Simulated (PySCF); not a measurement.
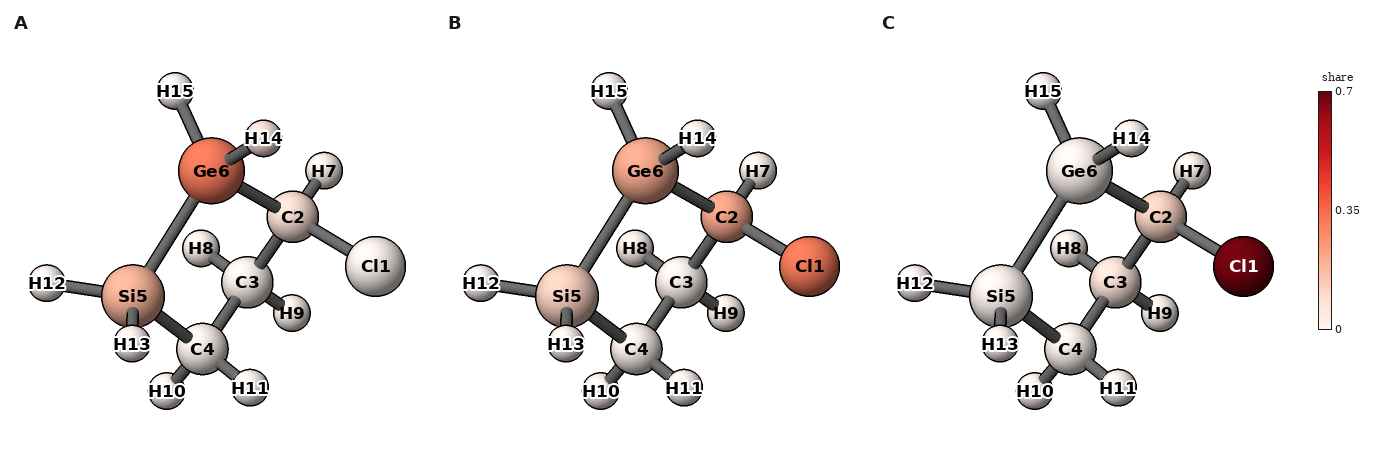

Each panel colours the atoms by their Löwdin share in one orbital (up to four of the largest shares; other atoms are shown as zero). Computed geometry: GFN2-xTB optimisation. No frequency run is at hand to confirm it as a minimum. Level of theory: ωB97X-D/def2-SVPD (PySCF 2.14.0).

### The panels show the HOMO−2, HOMO, LUMO, in some order. Which is which?

A: LUMO, 1.53 eV; Ge6 0.30, Si5 0.18, C2 0.07, H14 0.07
B: HOMO, −9.25 eV; Cl1 0.31, C2 0.21, Ge6 0.20, Si5 0.11
C: HOMO−2, −10.32 eV; Cl1 0.68, C2 0.11, C3 0.06

The geometry is semi-empirical. Around Ge, Si such bond lengths and angles can be off by a tenth of an ångström or more and by several degrees, and values that hang on the shape move with them.
